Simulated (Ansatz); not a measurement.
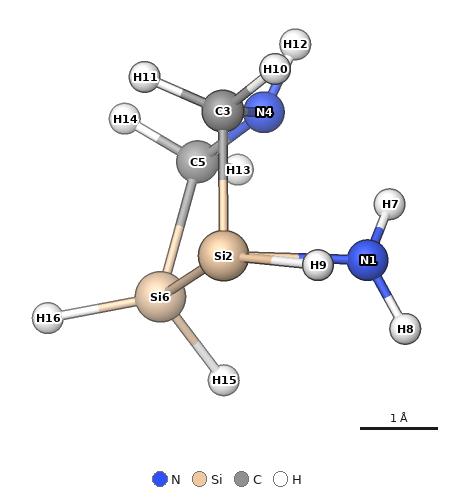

Fig. 1: The input geometry (ball-and-stick view, seen at a tilt; atoms are numbered from 1 in the order of the input). Bond lengths as drawn: C–H 1.11 to 1.12 Å, C–N 1.45 to 1.46 Å, C–Si 1.95 to 1.96 Å, H–N 1.02 to 1.04 Å, H–Si 1.52 to 1.65 Å, N–Si 1.90 Å and Si–Si 2.38 Å.

**C$_{2}$H$_{10}$N$_{2}$Si$_{2}$: molecular dynamics (part 1 of 3)**

System: C$_{2}$H$_{10}$N$_{2}$Si$_{2}$.
Method: RKS LDA/6-31G (Ansatz 0.2.0).

It belongs to a series of runs on one base structure; here: dynamics from the highest image of the converged band. Figures and captions count atoms from 1; the log counts them from 0 in places.

**The program's output**
```
Engine: ansatz 0.2.0, x86_64-unknown-linux-gnu
Functional definition: SPW92
  exchange = slater_x
  correlation = pw_c
1195 factors; integrals over basis functions are off by at most 1.8e-4 eV
mean field evaluation 1: about -20840.6568 eV, gradient 8.6e1 eV
mean field evaluation 2: about -20729.8702 eV, gradient 2.0e2 eV
mean field evaluation 4: about -20856.0086 eV, gradient 2.3e1 eV
mean field evaluation 8: about -20857.6621 eV, gradient 4.3e-1 eV
mean field evaluation 16: about -20857.6447 eV, gradient 1.3e-4 eV
mean field -20857.64469308 eV, -766.5043046515 hartree, gradient 4.1e-5 eV, S^2 0.000000; 0 other end points of the search recorded, 0 dependent functions left out
the calculation of the forces begins
reference -20857.64472700 eV, -766.5043058978 hartree; 32, 32 occupied and 50, 50 virtual orbitals, 1195 factors
md step     0: t =     0.00 fs  T =   300.0 K  F+E_penalty+E_count = -20857.64469308 eV  E_kin = 0.542892 eV  conserved = -20857.10180109 eV  (28 SCF iters)
these checks for a lower state are left out or cut short: starts, cluster_reference, orbital_swaps, neighbouring_geometries, increment
1195 factors; integrals over basis functions are off by at most 1.9e-4 eV
mean field -20857.63290810 eV, -766.5038715613 hartree, gradient 4.9e-5 eV, S^2 0.000000; 0 other end points of the search recorded, 0 dependent functions left out
the calculation of the forces begins
reference -20857.63294201 eV, -766.5038728074 hartree; 32, 32 occupied and 50, 50 virtual orbitals, 1195 factors
md step     1: t =     0.50 fs  T =   293.6 K  F+E_penalty+E_count = -20857.63290810 eV  E_kin = 0.531327 eV  conserved = -20857.10158145 eV  (27 SCF iters)
[... from here on the SCF iterations and repeated set-up lines of each step are left out, up to the last step ...]
md step     2: t =     1.00 fs  T =   276.0 K  F+E_penalty+E_count = -20857.60053566 eV  E_kin = 0.499395 eV  conserved = -20857.10114040 eV  (27 SCF iters)
md step     3: t =     1.50 fs  T =   250.7 K  F+E_penalty+E_count = -20857.55429759 eV  E_kin = 0.453701 eV  conserved = -20857.10059689 eV  (27 SCF iters)
md step     4: t =     2.00 fs  T =   222.5 K  F+E_penalty+E_count = -20857.50263325 eV  E_kin = 0.402566 eV  conserved = -20857.10006689 eV  (27 SCF iters)
md step     5: t =     2.50 fs  T =   195.7 K  F+E_penalty+E_count = -20857.45385419 eV  E_kin = 0.354210 eV  conserved = -20857.09964390 eV  (27 SCF iters)
md step     6: t =     3.00 fs  T =   174.2 K  F+E_penalty+E_count = -20857.41463256 eV  E_kin = 0.315243 eV  conserved = -20857.09938921 eV  (27 SCF iters)
md step     7: t =     3.50 fs  T =   160.1 K  F+E_penalty+E_count = -20857.38900332 eV  E_kin = 0.289676 eV  conserved = -20857.09932719 eV  (27 SCF iters)
md step     8: t =     4.00 fs  T =   153.9 K  F+E_penalty+E_count = -20857.37796339 eV  E_kin = 0.278519 eV  conserved = -20857.09944397 eV  (27 SCF iters)
md step     9: t =     4.50 fs  T =   154.7 K  F+E_penalty+E_count = -20857.37968959 eV  E_kin = 0.279999 eV  conserved = -20857.09969024 eV  (27 SCF iters)
md step    10: t =     5.00 fs  T =   160.4 K  F+E_penalty+E_count = -20857.39033488 eV  E_kin = 0.290347 eV  conserved = -20857.09998837 eV  (27 SCF iters)
md step    11: t =     5.50 fs  T =   168.6 K  F+E_penalty+E_count = -20857.40527085 eV  E_kin = 0.305024 eV  conserved = -20857.10024733 eV  (27 SCF iters)
md step    12: t =     6.00 fs  T =   176.9 K  F+E_penalty+E_count = -20857.42051200 eV  E_kin = 0.320122 eV  conserved = -20857.10038979 eV  (27 SCF iters)
md step    13: t =     6.50 fs  T =   184.3 K  F+E_penalty+E_count = -20857.43390756 eV  E_kin = 0.333527 eV  conserved = -20857.10038082 eV  (27 SCF iters)
md step    14: t =     7.00 fs  T =   190.9 K  F+E_penalty+E_count = -20857.44565159 eV  E_kin = 0.345402 eV  conserved = -20857.10024942 eV  (27 SCF iters)
md step    15: t =     7.50 fs  T =   197.7 K  F+E_penalty+E_count = -20857.45781986 eV  E_kin = 0.357738 eV  conserved = -20857.10008158 eV  (27 SCF iters)
md step    16: t =     8.00 fs  T =   206.2 K  F+E_penalty+E_count = -20857.47305175 eV  E_kin = 0.373070 eV  conserved = -20857.09998163 eV  (27 SCF iters)
md step    17: t =     8.50 fs  T =   217.1 K  F+E_penalty+E_count = -20857.49296263 eV  E_kin = 0.392943 eV  conserved = -20857.10001959 eV  (27 SCF iters)
md step    18: t =     9.00 fs  T =   230.4 K  F+E_penalty+E_count = -20857.51709462 eV  E_kin = 0.416905 eV  conserved = -20857.10018951 eV  (27 SCF iters)
md step    19: t =     9.50 fs  T =   244.6 K  F+E_penalty+E_count = -20857.54302040 eV  E_kin = 0.442616 eV  conserved = -20857.10040451 eV  (27 SCF iters)
md step    20: t =    10.00 fs  T =   258.1 K  F+E_penalty+E_count = -20857.56767166 eV  E_kin = 0.467140 eV  conserved = -20857.10053184 eV  (28 SCF iters)
md step    21: t =    10.50 fs  T =   270.2 K  F+E_penalty+E_count = -20857.58937510 eV  E_kin = 0.488928 eV  conserved = -20857.10044663 eV  (26 SCF iters)
md step    22: t =    11.00 fs  T =   281.6 K  F+E_penalty+E_count = -20857.60975100 eV  E_kin = 0.509662 eV  conserved = -20857.10008880 eV  (26 SCF iters)
md step    23: t =    11.50 fs  T =   295.7 K  F+E_penalty+E_count = -20857.63463312 eV  E_kin = 0.535139 eV  conserved = -20857.09949416 eV  (26 SCF iters)
md step    24: t =    12.00 fs  T =   317.6 K  F+E_penalty+E_count = -20857.67351836 eV  E_kin = 0.574718 eV  conserved = -20857.09880000 eV  (26 SCF iters)
md step    25: t =    12.50 fs  T =   353.3 K  F+E_penalty+E_count = -20857.73751175 eV  E_kin = 0.639294 eV  conserved = -20857.09821789 eV  (26 SCF iters)
md step    26: t =    13.00 fs  T =   407.9 K  F+E_penalty+E_count = -20857.83615961 eV  E_kin = 0.738156 eV  conserved = -20857.09800337 eV  (26 SCF iters)
md step    27: t =    13.50 fs  T =   483.7 K  F+E_penalty+E_count = -20857.97367966 eV  E_kin = 0.875244 eV  conserved = -20857.09843562 eV  (26 SCF iters)
md step    28: t =    14.00 fs  T =   577.6 K  F+E_penalty+E_count = -20858.14497710 eV  E_kin = 1.045190 eV  conserved = -20857.09978674 eV  (26 SCF iters)
md step    29: t =    14.50 fs  T =   679.6 K  F+E_penalty+E_count = -20858.33205361 eV  E_kin = 1.229886 eV  conserved = -20857.10216800 eV  (26 SCF iters)
md step    30: t =    15.00 fs  T =   772.6 K  F+E_penalty+E_count = -20858.50323230 eV  E_kin = 1.398150 eV  conserved = -20857.10508215 eV  (25 SCF iters)
md step    31: t =    15.50 fs  T =   837.0 K  F+E_penalty+E_count = -20858.62144114 eV  E_kin = 1.514588 eV  conserved = -20857.10685318 eV  (25 SCF iters)
md step    32: t =    16.00 fs  T =   863.8 K  F+E_penalty+E_count = -20858.66829467 eV  E_kin = 1.563165 eV  conserved = -20857.10512957 eV  (25 SCF iters)
md step    33: t =    16.50 fs  T =   869.8 K  F+E_penalty+E_count = -20858.67401432 eV  E_kin = 1.573937 eV  conserved = -20857.10007695 eV  (24 SCF iters)
md step    34: t =    17.00 fs  T =   891.2 K  F+E_penalty+E_count = -20858.70982299 eV  E_kin = 1.612838 eV  conserved = -20857.09698515 eV  (24 SCF iters)
md step    35: t =    17.50 fs  T =   948.4 K  F+E_penalty+E_count = -20858.81658641 eV  E_kin = 1.716343 eV  conserved = -20857.10024305 eV  (24 SCF iters)
md step    36: t =    18.00 fs  T =  1019.0 K  F+E_penalty+E_count = -20858.95020893 eV  E_kin = 1.844053 eV  conserved = -20857.10615563 eV  (26 SCF iters)
md step    37: t =    18.50 fs  T =  1061.0 K  F+E_penalty+E_count = -20859.02887610 eV  E_kin = 1.919951 eV  conserved = -20857.10892462 eV  (24 SCF iters)
md step    38: t =    19.00 fs  T =  1051.4 K  F+E_penalty+E_count = -20859.01050049 eV  E_kin = 1.902735 eV  conserved = -20857.10776559 eV  (24 SCF iters)
md step    39: t =    19.50 fs  T =   996.4 K  F+E_penalty+E_count = -20858.90807482 eV  E_kin = 1.803105 eV  conserved = -20857.10496969 eV  (24 SCF iters)
md step    40: t =    20.00 fs  T =   916.2 K  F+E_penalty+E_count = -20858.76038660 eV  E_kin = 1.657991 eV  conserved = -20857.10239566 eV  (26 SCF iters)
md step    41: t =    20.50 fs  T =   831.3 K  F+E_penalty+E_count = -20858.60501870 eV  E_kin = 1.504330 eV  conserved = -20857.10068863 eV  (26 SCF iters)
md step    42: t =    21.00 fs  T =   755.9 K  F+E_penalty+E_count = -20858.46775218 eV  E_kin = 1.367971 eV  conserved = -20857.09978149 eV  (26 SCF iters)
md step    43: t =    21.50 fs  T =   698.1 K  F+E_penalty+E_count = -20858.36272411 eV  E_kin = 1.263335 eV  conserved = -20857.09938926 eV  (30 SCF iters)
md step    44: t =    22.00 fs  T =   661.5 K  F+E_penalty+E_count = -20858.29629591 eV  E_kin = 1.197047 eV  conserved = -20857.09924888 eV  (26 SCF iters)
md step    45: t =    22.50 fs  T =   647.4 K  F+E_penalty+E_count = -20858.27085336 eV  E_kin = 1.171644 eV  conserved = -20857.09920904 eV  (26 SCF iters)
md step    46: t =    23.00 fs  T =   656.4 K  F+E_penalty+E_count = -20858.28705771 eV  E_kin = 1.187810 eV  conserved = -20857.09924791 eV  (26 SCF iters)
md step    47: t =    23.50 fs  T =   687.8 K  F+E_penalty+E_count = -20858.34418705 eV  E_kin = 1.244719 eV  conserved = -20857.09946769 eV  (26 SCF iters)
md step    48: t =    24.00 fs  T =   739.7 K  F+E_penalty+E_count = -20858.43863343 eV  E_kin = 1.338551 eV  conserved = -20857.10008231 eV  (25 SCF iters)
md step    49: t =    24.50 fs  T =   806.4 K  F+E_penalty+E_count = -20858.56075181 eV  E_kin = 1.459344 eV  conserved = -20857.10140796 eV  (26 SCF iters)
md step    50: t =    25.00 fs  T =   876.8 K  F+E_penalty+E_count = -20858.69040439 eV  E_kin = 1.586614 eV  conserved = -20857.10379018 eV  (25 SCF iters)
md step    51: t =    25.50 fs  T =   931.3 K  F+E_penalty+E_count = -20858.79259068 eV  E_kin = 1.685260 eV  conserved = -20857.10733018 eV  (26 SCF iters)
md step    52: t =    26.00 fs  T =   943.1 K  F+E_penalty+E_count = -20858.81782896 eV  E_kin = 1.706690 eV  conserved = -20857.11113875 eV  (26 SCF iters)
md step    53: t =    26.50 fs  T =   887.5 K  F+E_penalty+E_count = -20858.71835098 eV  E_kin = 1.606059 eV  conserved = -20857.11229164 eV  (26 SCF iters)
md step    54: t =    27.00 fs  T =   765.7 K  F+E_penalty+E_count = -20858.49238628 eV  E_kin = 1.385614 eV  conserved = -20857.10677252 eV  (26 SCF iters)
md step    55: t =    27.50 fs  T =   629.5 K  F+E_penalty+E_count = -20858.23523354 eV  E_kin = 1.139173 eV  conserved = -20857.09606034 eV  (25 SCF iters)
md step    56: t =    28.00 fs  T =   560.5 K  F+E_penalty+E_count = -20858.10563508 eV  E_kin = 1.014339 eV  conserved = -20857.09129585 eV  (25 SCF iters)
md step    57: t =    28.50 fs  T =   593.1 K  F+E_penalty+E_count = -20858.17159449 eV  E_kin = 1.073336 eV  conserved = -20857.09825868 eV  (25 SCF iters)
md step    58: t =    29.00 fs  T =   678.3 K  F+E_penalty+E_count = -20858.33477319 eV  E_kin = 1.227450 eV  conserved = -20857.10732318 eV  (25 SCF iters)
md step    59: t =    29.50 fs  T =   743.4 K  F+E_penalty+E_count = -20858.45556002 eV  E_kin = 1.345369 eV  conserved = -20857.11019092 eV  (25 SCF iters)
md step    60: t =    30.00 fs  T =   755.4 K  F+E_penalty+E_count = -20858.47507663 eV  E_kin = 1.366987 eV  conserved = -20857.10808959 eV  (25 SCF iters)
md step    61: t =    30.50 fs  T =   721.7 K  F+E_penalty+E_count = -20858.41079067 eV  E_kin = 1.306009 eV  conserved = -20857.10478166 eV  (25 SCF iters)
md step    62: t =    31.00 fs  T =   664.9 K  F+E_penalty+E_count = -20858.30535428 eV  E_kin = 1.203181 eV  conserved = -20857.10217322 eV  (26 SCF iters)
md step    63: t =    31.50 fs  T =   605.2 K  F+E_penalty+E_count = -20858.19580469 eV  E_kin = 1.095247 eV  conserved = -20857.10055737 eV  (25 SCF iters)
md step    64: t =    32.00 fs  T =   556.3 K  F+E_penalty+E_count = -20858.10634820 eV  E_kin = 1.006690 eV  conserved = -20857.09965824 eV  (27 SCF iters)
md step    65: t =    32.50 fs  T =   525.9 K  F+E_penalty+E_count = -20858.05092384 eV  E_kin = 0.951742 eV  conserved = -20857.09918165 eV  (27 SCF iters)
md step    66: t =    33.00 fs  T =   518.3 K  F+E_penalty+E_count = -20858.03698111 eV  E_kin = 0.938010 eV  conserved = -20857.09897146 eV  (27 SCF iters)
md step    67: t =    33.50 fs  T =   535.3 K  F+E_penalty+E_count = -20858.06762786 eV  E_kin = 0.968611 eV  conserved = -20857.09901725 eV  (28 SCF iters)
md step    68: t =    34.00 fs  T =   576.0 K  F+E_penalty+E_count = -20858.14173284 eV  E_kin = 1.042285 eV  conserved = -20857.09944814 eV  (26 SCF iters)
md step    69: t =    34.50 fs  T =   636.3 K  F+E_penalty+E_count = -20858.25206523 eV  E_kin = 1.151542 eV  conserved = -20857.10052278 eV  (26 SCF iters)
md step    70: t =    35.00 fs  T =   706.8 K  F+E_penalty+E_count = -20858.38171088 eV  E_kin = 1.279130 eV  conserved = -20857.10258096 eV  (26 SCF iters)
md step    71: t =    35.50 fs  T =   770.3 K  F+E_penalty+E_count = -20858.49984865 eV  E_kin = 1.394042 eV  conserved = -20857.10580688 eV  (26 SCF iters)
md step    72: t =    36.00 fs  T =   802.1 K  F+E_penalty+E_count = -20858.56098533 eV  E_kin = 1.451436 eV  conserved = -20857.10954964 eV  (25 SCF iters)
md step    73: t =    36.50 fs  T =   777.4 K  F+E_penalty+E_count = -20858.51795768 eV  E_kin = 1.406728 eV  conserved = -20857.11123013 eV  (26 SCF iters)
md step    74: t =    37.00 fs  T =   693.7 K  F+E_penalty+E_count = -20858.36218434 eV  E_kin = 1.255425 eV  conserved = -20857.10675976 eV  (26 SCF iters)
md step    75: t =    37.50 fs  T =   597.0 K  F+E_penalty+E_count = -20858.17693490 eV  E_kin = 1.080394 eV  conserved = -20857.09654075 eV  (25 SCF iters)
md step    76: t =    38.00 fs  T =   566.8 K  F+E_penalty+E_count = -20858.11696027 eV  E_kin = 1.025750 eV  conserved = -20857.09121025 eV  (27 SCF iters)
md step    77: t =    38.50 fs  T =   640.8 K  F+E_penalty+E_count = -20858.25781131 eV  E_kin = 1.159647 eV  conserved = -20857.09816426 eV  (26 SCF iters)
md step    78: t =    39.00 fs  T =   769.3 K  F+E_penalty+E_count = -20858.50042479 eV  E_kin = 1.392210 eV  conserved = -20857.10821491 eV  (26 SCF iters)
md step    79: t =    39.50 fs  T =   872.9 K  F+E_penalty+E_count = -20858.69130948 eV  E_kin = 1.579553 eV  conserved = -20857.11175610 eV  (26 SCF iters)
md step    80: t =    40.00 fs  T =   912.5 K  F+E_penalty+E_count = -20858.76098495 eV  E_kin = 1.651291 eV  conserved = -20857.10969376 eV  (26 SCF iters)
md step    81: t =    40.50 fs  T =   894.5 K  F+E_penalty+E_count = -20858.72496863 eV  E_kin = 1.618701 eV  conserved = -20857.10626804 eV  (26 SCF iters)
md step    82: t =    41.00 fs  T =   841.7 K  F+E_penalty+E_count = -20858.62675207 eV  E_kin = 1.523133 eV  conserved = -20857.10361895 eV  (26 SCF iters)
md step    83: t =    41.50 fs  T =   774.5 K  F+E_penalty+E_count = -20858.50359473 eV  E_kin = 1.401648 eV  conserved = -20857.10194666 eV  (26 SCF iters)
md step    84: t =    42.00 fs  T =   707.1 K  F+E_penalty+E_count = -20858.38044616 eV  E_kin = 1.279598 eV  conserved = -20857.10084790 eV  (26 SCF iters)
md step    85: t =    42.50 fs  T =   648.9 K  F+E_penalty+E_count = -20858.27434919 eV  E_kin = 1.174336 eV  conserved = -20857.10001332 eV  (26 SCF iters)
md step    86: t =    43.00 fs  T =   607.4 K  F+E_penalty+E_count = -20858.19851307 eV  E_kin = 1.099165 eV  conserved = -20857.09934807 eV  (26 SCF iters)
md step    87: t =    43.50 fs  T =   588.3 K  F+E_penalty+E_count = -20858.16351704 eV  E_kin = 1.064614 eV  conserved = -20857.09890322 eV  (27 SCF iters)
md step    88: t =    44.00 fs  T =   595.5 K  F+E_penalty+E_count = -20858.17639298 eV  E_kin = 1.077584 eV  conserved = -20857.09880889 eV  (27 SCF iters)
md step    89: t =    44.50 fs  T =   629.6 K  F+E_penalty+E_count = -20858.23852723 eV  E_kin = 1.139261 eV  conserved = -20857.09926633 eV  (29 SCF iters)
md step    90: t =    45.00 fs  T =   686.3 K  F+E_penalty+E_count = -20858.34260257 eV  E_kin = 1.242040 eV  conserved = -20857.10056252 eV  (26 SCF iters)
md step    91: t =    45.50 fs  T =   754.6 K  F+E_penalty+E_count = -20858.46856591 eV  E_kin = 1.365551 eV  conserved = -20857.10301528 eV  (26 SCF iters)
md step    92: t =    46.00 fs  T =   814.0 K  F+E_penalty+E_count = -20858.57978656 eV  E_kin = 1.473110 eV  conserved = -20857.10667663 eV  (26 SCF iters)
md step    93: t =    46.50 fs  T =   836.5 K  F+E_penalty+E_count = -20858.62430900 eV  E_kin = 1.513748 eV  conserved = -20857.11056084 eV  (26 SCF iters)
md step    94: t =    47.00 fs  T =   796.2 K  F+E_penalty+E_count = -20858.55249848 eV  E_kin = 1.440838 eV  conserved = -20857.11166038 eV  (26 SCF iters)
md step    95: t =    47.50 fs  T =   694.1 K  F+E_penalty+E_count = -20858.36218276 eV  E_kin = 1.256027 eV  conserved = -20857.10615558 eV  (26 SCF iters)
md step    96: t =    48.00 fs  T =   580.4 K  F+E_penalty+E_count = -20858.14637318 eV  E_kin = 1.050306 eV  conserved = -20857.09606668 eV  (26 SCF iters)
md step    97: t =    48.50 fs  T =   530.8 K  F+E_penalty+E_count = -20858.05281728 eV  E_kin = 0.960468 eV  conserved = -20857.09234960 eV  (25 SCF iters)
md step    98: t =    49.00 fs  T =   571.7 K  F+E_penalty+E_count = -20858.13405460 eV  E_kin = 1.034550 eV  conserved = -20857.09950479 eV  (25 SCF iters)
md step    99: t =    49.50 fs  T =   652.8 K  F+E_penalty+E_count = -20858.28907026 eV  E_kin = 1.181294 eV  conserved = -20857.10777626 eV  (26 SCF iters)
md step   100: t =    50.00 fs  T =   707.5 K  F+E_penalty+E_count = -20858.39035171 eV  E_kin = 1.280374 eV  conserved = -20857.10997751 eV  (26 SCF iters)
md step   101: t =    50.50 fs  T =   708.8 K  F+E_penalty+E_count = -20858.39057770 eV  E_kin = 1.282752 eV  conserved = -20857.10782543 eV  (26 SCF iters)
md step   102: t =    51.00 fs  T =   666.0 K  F+E_penalty+E_count = -20858.31004294 eV  E_kin = 1.205285 eV  conserved = -20857.10475774 eV  (26 SCF iters)
md step   103: t =    51.50 fs  T =   600.7 K  F+E_penalty+E_count = -20858.18929964 eV  E_kin = 1.087038 eV  conserved = -20857.10226152 eV  (26 SCF iters)
md step   104: t =    52.00 fs  T =   532.7 K  F+E_penalty+E_count = -20858.06450831 eV  E_kin = 0.964005 eV  conserved = -20857.10050320 eV  (26 SCF iters)
md step   105: t =    52.50 fs  T =   477.0 K  F+E_penalty+E_count = -20857.96248247 eV  E_kin = 0.863151 eV  conserved = -20857.09933144 eV  (27 SCF iters)
md step   106: t =    53.00 fs  T =   443.8 K  F+E_penalty+E_count = -20857.90172575 eV  E_kin = 0.803090 eV  conserved = -20857.09863566 eV  (27 SCF iters)
md step   107: t =    53.50 fs  T =   439.4 K  F+E_penalty+E_count = -20857.89351693 eV  E_kin = 0.795128 eV  conserved = -20857.09838856 eV  (27 SCF iters)
md step   108: t =    54.00 fs  T =   466.0 K  F+E_penalty+E_count = -20857.94197892 eV  E_kin = 0.843332 eV  conserved = -20857.09864675 eV  (26 SCF iters)
md step   109: t =    54.50 fs  T =   521.4 K  F+E_penalty+E_count = -20858.04303765 eV  E_kin = 0.943479 eV  conserved = -20857.09955911 eV  (26 SCF iters)
md step   110: t =    55.00 fs  T =   597.3 K  F+E_penalty+E_count = -20858.18223790 eV  E_kin = 1.080898 eV  conserved = -20857.10134015 eV  (26 SCF iters)
md step   111: t =    55.50 fs  T =   678.5 K  F+E_penalty+E_count = -20858.33198025 eV  E_kin = 1.227831 eV  conserved = -20857.10414891 eV  (26 SCF iters)
md step   112: t =    56.00 fs  T =   741.9 K  F+E_penalty+E_count = -20858.45030953 eV  E_kin = 1.342560 eV  conserved = -20857.10774990 eV  (29 SCF iters)
md step   113: t =    56.50 fs  T =   760.2 K  F+E_penalty+E_count = -20858.48661946 eV  E_kin = 1.375770 eV  conserved = -20857.11084950 eV  (26 SCF iters)
md step   114: t =    57.00 fs  T =   714.4 K  F+E_penalty+E_count = -20858.40351486 eV  E_kin = 1.292895 eV  conserved = -20857.11061941 eV  (26 SCF iters)
```
